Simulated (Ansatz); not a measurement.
# HRu2C: relaxing a made-up structure

Starting from a made-up structure for HRu2C, the aim is the relaxed cell, its shortest contacts and, where a second run follows, its electronic structure.

Calculated with Ansatz 0.2.0; DFT, PBE, plane-wave PAW, files of the set soft_1, scalar-relativistic, no spin, cell and ions relaxed at zero pressure; PAW set soft_1, in the first sound run; inputs show where later runs differ.

## Step 1: The structure

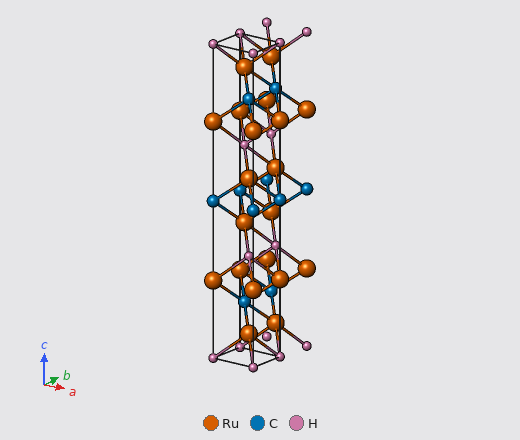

Start, viewed slightly off an axis; ruthenium orange, carbon blue, hydrogen pink. 1×2×1 cells are drawn. This picture shows the conventional cell, with its axes. Bonds to atoms that aren't drawn are left out. Some periodic images of atoms are drawn too.

## Step 2: Relaxing cell and atoms

The guess takes its coordinates from another compound and its volume from a rule, so the cell and any free coordinates are relaxed together.

The input, input.yaml:

```yaml
crystal:
  lattice:
    - [1.4475, 0.835714515, 4.579333333]
    - [-1.4475, 0.835714515, 4.579333333]
    - [0.0, -1.671429029, 4.579333333]
  atoms:
    - { symbol: Ru, position: [0.246933336, 0.246933336, 0.246933336] }
    - { symbol: Ru, position: [0.753066664, 0.753066664, 0.753066664] }
    - { symbol: C, position: [0.5, 0.5, 0.5] }
    - { symbol: H, position: [0.0, 0.0, 0.0] }
kpoints:
  mp_grid: { grid: [11, 11, 11] }
scf:
  occupations: { method: fermi_dirac, width: 0.05 }
hamiltonian:
  xc: pbe
  pseudopotentials: { kind: paw, azcp: { folder: soft_1 } }
relax:
  f_tol: 0.015
  max_steps: 70
  cell: {}
output:
  forces: true
  stress: true
```

Launch:

```sh
$ ansatz run input.yaml --threads 4 --pin off --max-ram 10240MiB --backend cpu --events-out ev --progress --plain --runs-dir out
```

Numbers of over 12 decimals in the logs are rounded to 6 here.

Log:

```text
basis.fft_grid_basis auto: the FFT boxes are laid along the combinations [[1, 0, -1], [0, 1, -1], [0, 0, 1]] of the cell's own vectors, 2.895, 2.895 and 4.875 Å long. The dense box has 20×20×36 points. Along the cell's own vectors, as sized, it would have 36×36×36, 3.24 times as many. Of the 12 symmetry operations that the crystal satisfies within crystal.symmetry.tolerance (time reversal apart; of a slab, those that [...]
Engine: ansatz 0.2.0, aarch64-unknown-linux-gnu
Pseudopotentials: kind: paw
Pseudopotential: Ru, paw, valence charge 16, recommended cutoff 420 eV (normal), soft_1/Ru.paw.azcp
Pseudopotential: C, paw, valence charge 4, recommended cutoff 420 eV (normal), soft_1/C.paw.azcp
Pseudopotential: H, paw, valence charge 1, recommended cutoff 420 eV (normal), soft_1/H.paw.azcp
Functional definition: PBE
  parameter kappa = 0.804
  parameter beta = 0.066725
  exchange = pbe_x(kappa = kappa, mu = beta*pi^2/3)
  correlation = pbe_c(beta = beta)
Crystal: 4 atoms, lattice volume = 33.238 Å³
Basis set: ecut = 420 eV, 651 PW (Γ), FFT grids on a1−a3, a2−a3, a3, exchange–correlation on 40×40×72 points (8 copies of the dense FFT grid, shifted against one another)
Bands: 23, of which v1, the nominal top of the filled ones, is band 19 counted from 1 (18 counted from 0)
Symmetry: 12 space group operations
Space group: R-3m (ITA 166), of the structure as read, at distance tolerance 3.2e-5 Å
k-points: 146 of 1331
Non-local potential: Ru, projectors of the file, l = 0: 3, l = 1: 2, l = 2: 2, l = 3: 1
Non-local potential: C, projectors of the file, l = 0: 2, l = 1: 2, l = 2: 1
Non-local potential: H, projectors of the file, l = 0: 2, l = 1: 1
PAW form: soft (Blöchl's): semilocal exchange-correlation on the pseudo side does not see the compensation charge
PAW one-centre angular grid: Ru, 590 points (default); XC on 64 Gauss nodes
PAW one-centre angular grid: C, 110 points (default); XC on 64 Gauss nodes
PAW one-centre angular grid: H, 110 points (default); XC on 64 Gauss nodes
Initial density: superposition of atomic densities (chi_scale 0.1, normalization cell, long waves kept (reshape's long-wave potential 0.01 eV rms))
Initial wavefunctions: pseudopotential atomic-orbital guess
Functional: x = pbe(κ = 0.804, μ = 0.219515), c = pbe(β = 0.066725)
SCF iter   1: F=—  HF=-12024.646627 eV  |F-HF|=—  |Δ(HF+E_count)|=         —  Δρ=1.57e-1  dr2=1.04e1  ethr=3.10e-3  ⟨swp⟩=5.9  Hψ=14350  notcnv=0
preconditioner: auto → Kerker (q_TF=auto, 2.777 Å⁻¹)  [metal: Δε(μ)=0.012 eV  Ē_g=8.475 eV  σ=0.050 eV  W_gap=0.06  n_scr=16 (ndim 8)  ℏωp=29.5 eV  f_vac=0.000  D(μ)=3.15/eV (n_scr^D=36)]
SCF iter   2: F=—  HF=-12022.951124 eV  |F-HF|=—  |Δ(HF+E_count)|=    1.70e0  Δρ=8.24e-2  dr2=3.03e0  ethr=3.10e-3  ⟨swp⟩=2.4  Hψ=6600  notcnv=0
SCF iter   3: F=—  HF=-12022.288732 eV  |F-HF|=—  |Δ(HF+E_count)|=   6.62e-1  Δρ=9.64e-3  dr2=2.40e-2  ethr=3.10e-3  ⟨swp⟩=2.2  Hψ=5617  notcnv=0
SCF iter   4: F=—  HF=-12022.285964 eV  |F-HF|=—  |Δ(HF+E_count)|=   2.77e-3  Δρ=1.70e-3  dr2=1.38e-3  ethr=6.50e-5  ⟨swp⟩=2.7  Hψ=6693  notcnv=0
SCF iter   5: F=—  HF=-12022.285771 eV  |F-HF|=—  |Δ(HF+E_count)|=   1.93e-4  Δρ=3.44e-4  dr2=4.14e-5  ethr=3.72e-6  ⟨swp⟩=2.2  Hψ=4649  notcnv=0
SCF iter   6: F=—  HF=-12022.285760 eV  |F-HF|=—  |Δ(HF+E_count)|=   1.07e-5  Δρ=9.65e-5  dr2=3.76e-6  ethr=1.12e-7  ⟨swp⟩=2.1  Hψ=4973  notcnv=0
SCF iter   7: F=—  HF=-12022.285759 eV  |F-HF|=—  |Δ(HF+E_count)|=   6.49e-7  Δρ=1.75e-5  dr2=1.55e-7  ethr=1.02e-8  ⟨swp⟩=2.4  Hψ=5023  notcnv=0
SCF iter   8: F=-12022.285759 eV  HF=-12022.285759 eV  |F-HF|=1.01e-9  |Δ(HF+E_count)|=   1.80e-8  Δρ=3.70e-6  dr2=3.59e-9  ethr=2.70e-10  ⟨swp⟩=4.1  Hψ=11039  notcnv=0
SCF 1 converged in 8 iterations: F = -12022.285759 eV  dr2 = 3.59e-9
  greatest PAW one-centre occupation: 1.000 electrons in one spin orbital (limit 2), on the Ru atom at site 1 (counted from 0), in its partial waves of l = 0
relax step   1: F+E_penalty+E_count = -12022.28575945 eV  Δ(F+E_penalty+E_count) = +0.000e0 eV  max|allowed force component| = 1.895e0 eV/Å  Δτ_max = 0.0000 Å  P = +39.627 GPa  Ω = 33.238 Å³  (8 SCF iters, dr2 threshold 1.00e-7 eV, accepted)
Crystal: 4 atoms, lattice volume = 37.195 Å³
Basis set: ecut = 420 eV, 711 PW (Γ), FFT grids on a1−a3, a2−a3, a3, exchange–correlation on 40×40×72 points (8 copies of the dense FFT grid, shifted against one another)
Initial density: handed on by an earlier stage of this run
Initial wavefunctions: those handed on with the density
iter 1 solved again at ethr=7.84e-4 eV; its pass at ethr=3.10e-3 eV (dr2=2.90e-1 eV) is discarded
SCF iter   1: F=—  HF=-12022.797976 eV  |F-HF|=—  |Δ(HF+E_count)|=         —  Δρ=2.53e-2  dr2=2.92e-1  ethr=7.84e-4  ⟨swp⟩=1.0  Hψ=17316  notcnv=0
preconditioner: auto → Kerker (q_TF=auto, 2.726 Å⁻¹)  [metal: Δε(μ)=0.005 eV  Ē_g=7.244 eV  σ=0.050 eV  W_gap=0.03  n_scr=16 (ndim 8)  ℏωp=27.9 eV  f_vac=0.000  D(μ)=4.56/eV (n_scr^D=60)]
SCF iter   2: F=—  HF=-12022.755342 eV  |F-HF|=—  |Δ(HF+E_count)|=   4.26e-2  Δρ=1.39e-2  dr2=8.90e-2  ethr=7.84e-4  ⟨swp⟩=2.0  Hψ=3830  notcnv=0
SCF iter   3: F=—  HF=-12022.735795 eV  |F-HF|=—  |Δ(HF+E_count)|=   1.95e-2  Δρ=1.31e-3  dr2=4.15e-4  ethr=2.41e-4  ⟨swp⟩=2.0  Hψ=5547  notcnv=0
SCF iter   4: F=—  HF=-12022.735793 eV  |F-HF|=—  |Δ(HF+E_count)|=   1.26e-6  Δρ=2.54e-4  dr2=1.31e-5  ethr=1.12e-6  ⟨swp⟩=2.2  Hψ=4186  notcnv=0
SCF iter   5: F=—  HF=-12022.735791 eV  |F-HF|=—  |Δ(HF+E_count)|=   2.43e-6  Δρ=4.35e-5  dr2=5.38e-7  ethr=3.54e-8  ⟨swp⟩=2.5  Hψ=5468  notcnv=0
SCF iter   6: F=-12022.735791 eV  HF=-12022.735791 eV  |F-HF|=1.37e-8  |Δ(HF+E_count)|=   5.26e-8  Δρ=7.90e-6  dr2=3.08e-8  ethr=1.08e-9  ⟨swp⟩=4.0  Hψ=10940  notcnv=0
SCF 2 converged in 6 iterations: F = -12022.735791 eV  dr2 = 3.08e-8
relax step   2: F+E_penalty+E_count = -12022.73579092 eV  Δ(F+E_penalty+E_count) = -4.500e-1 eV  max|allowed force component| = 1.678e-1 eV/Å  Δτ_max = 0.0144 Å  P = -0.934 GPa  Ω = 37.195 Å³  energy of the carried Pulay correction = -1.027e-2 eV  (6 SCF iters, dr2 threshold 4.00e-7 eV, accepted)
Crystal: 4 atoms, lattice volume = 36.874 Å³
Basis set: ecut = 420 eV, 717 PW (Γ), FFT grids on a1−a3, a2−a3, a3, exchange–correlation on 40×40×72 points (8 copies of the dense FFT grid, shifted against one another)
iter 1 solved again at ethr=1.97e-5 eV; its pass at ethr=3.10e-3 eV (dr2=7.29e-3 eV) is discarded
SCF iter   1: F=—  HF=-12022.817763 eV  |F-HF|=—  |Δ(HF+E_count)|=         —  Δρ=8.01e-3  dr2=7.33e-3  ethr=1.97e-5  ⟨swp⟩=1.2  Hψ=19737  notcnv=0
preconditioner: auto → Kerker (q_TF=auto, 2.730 Å⁻¹)  [metal: Δε(μ)=0.013 eV  Ē_g=7.222 eV  σ=0.050 eV  W_gap=0.07  n_scr=14 (ndim 8)  ℏωp=28.0 eV  f_vac=0.000  D(μ)=2.92/eV (n_scr^D=28)]
SCF iter   2: F=—  HF=-12022.817287 eV  |F-HF|=—  |Δ(HF+E_count)|=   4.76e-4  Δρ=4.41e-3  dr2=2.35e-3  ethr=1.97e-5  ⟨swp⟩=1.0  Hψ=3358  notcnv=0
SCF iter   3: F=—  HF=-12022.817215 eV  |F-HF|=—  |Δ(HF+E_count)|=   7.11e-5  Δρ=4.05e-4  dr2=4.46e-5  ethr=6.35e-6  ⟨swp⟩=2.7  Hψ=5011  notcnv=0
SCF iter   4: F=—  HF=-12022.817212 eV  |F-HF|=—  |Δ(HF+E_count)|=   3.48e-6  Δρ=8.81e-5  dr2=2.35e-6  ethr=1.20e-7  ⟨swp⟩=2.7  Hψ=5183  notcnv=0
iter 5 did not close the SCF: its close was put off for the readings that it lacked (scf_convergence_deferred on its scf_iter line)
SCF iter   5: F=-12022.817212 eV  HF=-12022.817212 eV  |F-HF|=2.44e-8  |Δ(HF+E_count)|=   1.78e-7  Δρ=1.97e-5  dr2=1.28e-7  ethr=6.36e-9  ⟨swp⟩=2.7  Hψ=5117  notcnv=0
SCF iter   6: F=-12022.817212 eV  HF=-12022.817212 eV  |F-HF|=2.17e-9  |Δ(HF+E_count)|=   5.81e-9  Δρ=4.26e-6  dr2=5.95e-9  ethr=3.46e-10  ⟨swp⟩=2.3  Hψ=11408  notcnv=0
SCF 3 converged in 6 iterations: F = -12022.817212 eV  dr2 = 5.95e-9
relax step   3: F+E_penalty+E_count = -12022.81721180 eV  Δ(F+E_penalty+E_count) = -8.142e-2 eV  max|allowed force component| = 5.225e-1 eV/Å  Δτ_max = 0.0215 Å  P = -1.646 GPa  Ω = 36.874 Å³  energy of the carried Pulay correction = -9.477e-3 eV  (6 SCF iters, dr2 threshold 4.00e-7 eV, accepted)
[... from here on, the SCF cycles and remarks between the steps are left out ...]
relax step   4: F+E_penalty+E_count = -12022.83250440 eV  Δ(F+E_penalty+E_count) = -1.529e-2 eV  max|allowed force component| = 3.463e-1 eV/Å  Δτ_max = 0.0165 Å  P = -1.538 GPa  Ω = 36.994 Å³  energy of the carried Pulay correction = -9.772e-3 eV  (6 SCF iters, dr2 threshold 4.00e-7 eV, accepted)
relax step   5: F+E_penalty+E_count = -12022.83774725 eV  Δ(F+E_penalty+E_count) = -5.243e-3 eV  max|allowed force component| = 5.877e-2 eV/Å  Δτ_max = 0.0190 Å  P = +0.118 GPa  Ω = 37.005 Å³  energy of the carried Pulay correction = -9.799e-3 eV  (6 SCF iters, dr2 threshold 4.00e-7 eV, accepted)
relax step   6: F+E_penalty+E_count = -12022.83807856 eV  Δ(F+E_penalty+E_count) = -3.313e-4 eV  max|allowed force component| = 1.303e-3 eV/Å  Δτ_max = 0.0030 Å  P = +0.047 GPa  Ω = 36.984 Å³  energy of the carried Pulay correction = -9.748e-3 eV  (6 SCF iters, dr2 threshold 4.00e-7 eV, accepted)
relax step   7: F+E_penalty+E_count = -12022.83806743 eV  Δ(F+E_penalty+E_count) = +1.113e-5 eV  max|allowed force component| = 4.037e-5 eV/Å  Δτ_max = 0.0000 Å  P = +0.009 GPa  Ω = 36.989 Å³  energy of the carried Pulay correction = -9.761e-3 eV  (6 SCF iters, dr2 threshold 1.30e-8 eV, accepted)
relax step   8: F+E_penalty+E_count = -12022.85791458 eV  Δ(F+E_penalty+E_count) = -1.985e-2 eV  max|allowed force component| = 6.375e-3 eV/Å  Δτ_max = 0.0000 Å  P = +0.451 GPa  Ω = 36.989 Å³  stress off target by 7.14e-1 GPa  SCF on the basis re-selected at this cell (its energy is not comparable with the rows above)  (6 SCF iters)
relax step   9: F+E_penalty+E_count = -12022.85809902 eV  Δ(F+E_penalty+E_count) = -1.844e-4 eV  max|allowed force component| = 1.823e-3 eV/Å  Δτ_max = 0.0015 Å  P = -0.073 GPa  Ω = 37.065 Å³  energy of the carried Pulay correction = -1.377e-4 eV  (6 SCF iters, dr2 threshold 4.00e-7 eV, accepted)
relax step  10: F+E_penalty+E_count = -12022.85812211 eV  Δ(F+E_penalty+E_count) = -2.309e-5 eV  max|allowed force component| = 2.572e-4 eV/Å  Δτ_max = 0.0001 Å  P = +0.005 GPa  Ω = 37.055 Å³  energy of the carried Pulay correction = -1.197e-4 eV  (6 SCF iters, dr2 threshold 2.72e-8 eV, accepted)
iter 1 solved again at ethr=1.53e-7 eV; its pass at ethr=3.10e-3 eV (dr2=5.68e-5 eV) is discarded
SCF iter   1: F=—  HF=-12022.858220 eV  |F-HF|=—  |Δ(HF+E_count)|=         —  Δρ=8.35e-5  dr2=5.71e-8  ethr=1.53e-7  ⟨swp⟩=2.9  Hψ=21971  notcnv=0
SCF iter   2: F=—  HF=-12022.858230 eV  |F-HF|=—  |Δ(HF+E_count)|=   9.82e-6  Δρ=4.25e-5  dr2=1.49e-8  ethr=1.54e-10  ⟨swp⟩=2.2  Hψ=5420  notcnv=0
SCF iter   3: F=—  HF=-12022.858232 eV  |F-HF|=—  |Δ(HF+E_count)|=   1.62e-6  Δρ=5.26e-7  dr2=7.81e-11  ethr=4.04e-11  ⟨swp⟩=1.0  Hψ=3358  notcnv=0
iter 4 did not close the SCF: its close was put off for the readings that it lacked (scf_convergence_deferred on its scf_iter line)
SCF iter   4: F=-12022.858232 eV  HF=-12022.858232 eV  |F-HF|=5.46e-12  |Δ(HF+E_count)|=  1.27e-11  Δρ=1.94e-7  dr2=9.29e-12  ethr=1.00e-12  ⟨swp⟩=1.5  Hψ=3803  notcnv=0
iter 5 did not close the SCF: its close was put off for the readings that it lacked (scf_convergence_deferred on its scf_iter line)
SCF iter   5: F=-12022.858232 eV  HF=-12022.858232 eV  |F-HF|=0.00e0  |Δ(HF+E_count)|=    0.00e0  Δρ=5.30e-8  dr2=1.16e-12  ethr=1.00e-12  ⟨swp⟩=1.0  Hψ=3358  notcnv=0
iter 6 did not close the SCF: its close was put off for the readings that it lacked (scf_convergence_deferred on its scf_iter line)
SCF iter   6: F=-12022.858232 eV  HF=-12022.858232 eV  |F-HF|=0.00e0  |Δ(HF+E_count)|=  1.82e-12  Δρ=6.33e-9  dr2=1.85e-14  ethr=1.00e-12  ⟨swp⟩=1.0  Hψ=3358  notcnv=0
iter 7 did not close the SCF: its close was put off for the readings that it lacked (scf_convergence_deferred on its scf_iter line)
SCF iter   7: F=-12022.858232 eV  HF=-12022.858232 eV  |F-HF|=5.46e-12  |Δ(HF+E_count)|=  3.64e-12  Δρ=2.61e-9  dr2=3.38e-15  ethr=1.00e-12  ⟨swp⟩=1.0  Hψ=3358  notcnv=0
SCF iter   8: F=-12022.858232 eV  HF=-12022.858232 eV  |F-HF|=3.64e-12  |Δ(HF+E_count)|=  5.46e-12  Δρ=5.51e-10  dr2=9.37e-17  ethr=1.00e-12  ⟨swp⟩=1.3  Hψ=7397  notcnv=0
SCF 11 converged in 8 iterations: F = -12022.858232 eV  dr2 = 9.37e-17
relax step  11: F+E_penalty+E_count = -12022.85823186 eV  Δ(F+E_penalty+E_count) = -1.097e-4 eV  max|allowed force component| = 1.971e-4 eV/Å  Δτ_max = 0.0000 Å  P = +0.004 GPa  Ω = 37.055 Å³  stress off target by 9.13e-3 GPa  SCF on the basis re-selected at this cell (its energy is not comparable with the rows above)  (8 SCF iters)
basis re-selected at this cell: Δ(F+E_penalty+E_count) = -1.097e-4 eV, ΔP = -0.001 GPa vs the last step (what re-selecting the basis moved, of the pressure what is left beyond the Pulay correction that the steps carried, after the strain that the cell walked since its last selection, with what the two solves' SCF thresholds leave and, on support functions, any second-order correction that the steps lacked; it is no m [...]
SCF converged after 8 iterations
Free energy (F): -12022.858232 eV
Harris-Foulkes:  -12022.858232 eV  (|F-HF|=3.64e-12)
Internal energy: -12022.836229 eV  (E = F + TS)
E sigma→0 (E₀):  -12022.847230 eV
Entropy (-TS):   -0.022003 eV (-5.501 meV/atom)
Fermi energy:    19.680757 eV
--- Per-component energies (eV) ---
  E_band       = -176.825423
  E_kinetic    = 1023.201469
  E_local      = -3021.944623  (includes V_loc(G=0)·N_el)
  E_nonlocal   = 854.673677
  E_hartree    = 1025.736471
  E_xc         = -395.625026
  E_vxc        = -499.167378  (∫ρ·V_xc dr)
  E_paw        = -7106.291534  (= ΣΔE_a)
  E_vpaw       = -585.062008  (= ΣTr[D̂ρ^β])
  E_aug_tail   = 0.000497  (compensation charges beyond the density's cutoff)
  E_ewald      = -4402.587160
  E_smearing   = -0.022003  (= −TS)
  E_closure    = 0.000000  (closes the sum)
  Σ components = -12022.858232   (vs F -12022.858232, Δ=0.00e0)
--- Forces (eV/Å), atoms counted from 1 ---
  atom   1  Ru     0.00000000     0.00000000     0.00019707
  atom   2  Ru     0.00000000    -0.00000000    -0.00019707
  atom   3  C      0.00000000     0.00000000     0.00000000
  atom   4  H      0.00000000     0.00000000     0.00000000
  max |Σ_I F_I| component: 1.85e-17 eV/Å
--- Stress (GPa, compression-positive) ---
        0.009132      -0.000000      -0.000000
       -0.000000       0.009132      -0.000000
       -0.000000      -0.000000      -0.005681
  P = ⅓ Tr σ = 0.0042 GPa (0.042 kbar)
--- Relaxed structure (9 steps of the walk, 9 accepted, 2 SCFs on fresh bases) ---
  F+E_penalty+E_count = -12022.85823186 eV   max|allowed force component| = 1.971e-4 eV/Å   (the final SCF, on the basis selected at the relaxed cell)
  cell:  # Å, volume = 37.0554 Å³
    - [1.563054, 0.902430, 4.378380]
    - [-1.563054, 0.902430, 4.378380]
    - [0, -1.804859, 4.378380]
  atoms:
    - { symbol: Ru, position: [0.244977, 0.244977, 0.244977] }
    - { symbol: Ru, position: [0.755023, 0.755023, 0.755023] }
    - { symbol: C, position: [0.5, 0.5, 0.500000] }
    - { symbol: H, position: [0, 0, 0] }
```

The job ended after 16 s (4 threads of Arm Neoverse V1, shared host; peak memory 0.44 GiB; 61 s of CPU time).

The steps of the relaxation:

| step | energy less that of the first step (eV) | largest force component (eV/Å) | pressure (GPa) | volume (Å³) |
| --- | --- | --- | --- | --- |
| 1 | 0.0000 | 1.8952 | 39.63 | 33.24 |
| 2 | -0.4500 | 0.1678 | -0.93 | 37.20 |
| 3 | -0.5315 | 0.5225 | -1.65 | 36.87 |
| 4 | -0.5467 | 0.3463 | -1.54 | 36.99 |
| 5 | -0.5520 | 0.0588 | 0.12 | 37.00 |
| 6 | -0.5523 | 0.0013 | 0.05 | 36.98 |
| 7 | -0.5523 | 0.0000 | 0.01 | 36.99 |
| 8* | -0.5722 | 0.0064 | 0.45 | 36.99 |
| 9 | -0.5723 | 0.0018 | -0.07 | 37.07 |
| 10 | -0.5724 | 0.0003 | 0.01 | 37.06 |
| 11* | -0.5725 | 0.0002 | 0.00 | 37.06 |

Relaxation steps marked * repeat the geometry before them on a plane-wave basis chosen anew for their cell, so energy and pressure can jump there.

Forces are held to the 12 operations that the run works with; a distortion that breaks them can't arise in this run.

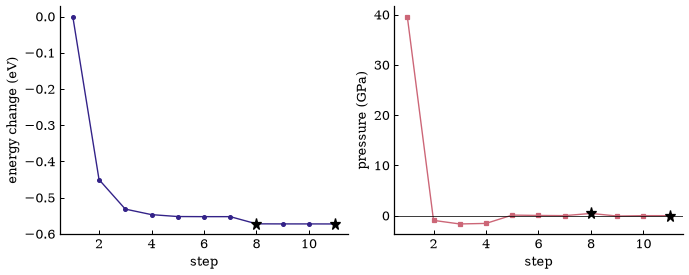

Energy and pressure along the relaxation. Stars mark steps on a basis chosen anew.

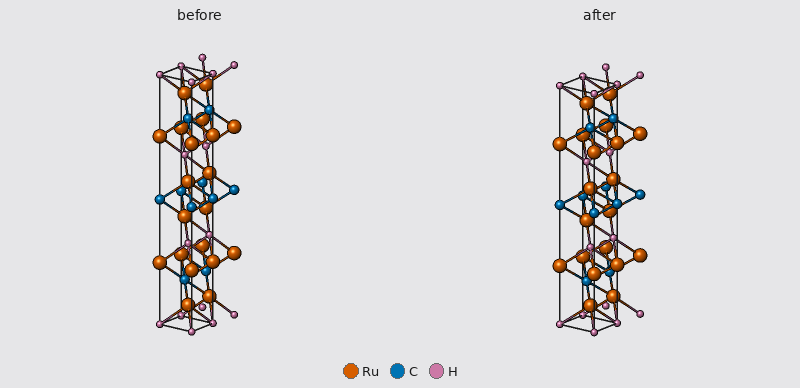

Before and after, at one scale. Bonds to atoms that aren't drawn are left out.

| conventional cell, symmetrised | before | after | change |
| --- | --- | --- | --- |
| a (Å) | 2.895 | 3.126 | +8.0 % |
| b (Å) | 2.895 | 3.126 | +8.0 % |
| c (Å) | 13.738 | 13.135 | -4.4 % |
| volume (Å³/atom) | 8.31 | 9.26 | +11.5 % |

The atoms that moved most (Å, as changes of fractional coordinates times the final cell):

```
atom     dx     dy      dz  length
 Ru1  0.000  0.000  -0.026   0.026
 Ru2  0.000  0.000   0.026   0.026
```

This step gave:

```
free energy             : -12022.8582 eV
energy at zero smearing : -12022.8472 eV
smearing term TS        : 0.02200 eV
Fermi energy            : 19.68 eV
electrons               : 37
symmetry operations     : 12
pressure                : 0.004195 GPa
```

The shortest distance of each pair, which need not be the same contact before and after:

```csv
pair,guess (Å),relaxed (Å)
C–Ru,2.002,2.077
H–Ru,2.050,2.146
Ru–Ru,2.767,2.737
C–H,2.835,2.837
C–C,2.895,3.126
```

The relaxation ends with a largest force component of 2.0e-4 eV/Å and a pressure of 0.00 GPa.

(Part 1 of 2 ends here.)

[Logs are printed without paths, hosts, clocks, repeated set-up lines and the standing remarks that a program may print on its own settings, such as how far it seeks lower states.]

[Hosts, paths, dates, database ids (printed as entryN), source tags and the programs' standing remarks are cut or masked in the printed files.]
